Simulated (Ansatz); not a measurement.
# A substitution series on C: CH3 to OH

On one C centre that keeps F, n of the CH3 ligands are replaced by OH. The atomisation energy (no zero-point term) y in kJ/mol at CCSD(T)/CBS estimate. Shapes: PBE0-D4/def2-TZVP. Flexible molecules stand in one conformer, not always the lowest. Programs: Ansatz 0.2.0.

| molecule | n | y (kJ/mol) |
| --- | --- | --- |
| C4H9F | 0 | 5516 |
| C3H7FO | 1 | 4731 |
| C2H5FO2 | 2 | ? |
| CH3FO3 | 3 | 3162 |

**Question.** Fit y = c + s·n to the known rows and predict C2H5FO2.

**Answer.** 
1. Means of the 3 rows: n = 1.33333, y = 4469.7.
2. Σ(Δn)² = 4.6667, Σ(Δn·Δy) = -3661.7, so the slope is -3661.7/4.6667 = -784.64.
3. Intercept: 4469.7 − (-784.64) × 1.33333 = 5515.9. The largest residual of the fit is 0.3.
4. C2H5FO2: 5515.9 + (-784.64) × 2 = 3947 kJ/mol.

The run gave 3952 kJ/mol, so the prediction is off by -5 kJ/mol, more than the largest residual. The steps are nearly additive. The slope is the difference between a C–OH and a C–CH3 bond with the ligands’ own bonds. Other levels give for C2H5FO2: PBE-D4/def2-TZVPP 4060; r2SCAN-D4/def2-TZVPP 3959; PBE0-D4/def2-TZVPP 3949 kJ/mol. The CBS estimate extrapolates MP2 from def2-TZVPP and def2-QZVPP and adds CCSD(T) − MP2 in the triple-zeta set, cores frozen.

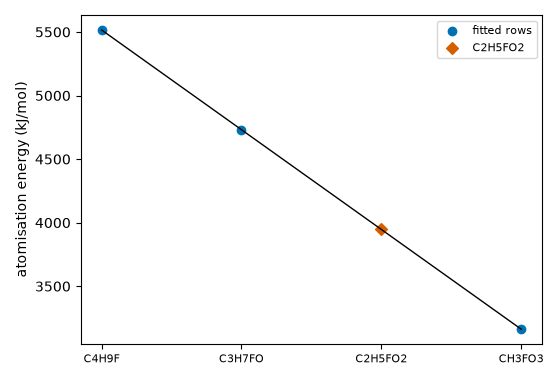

The fitted line, with the withheld member.
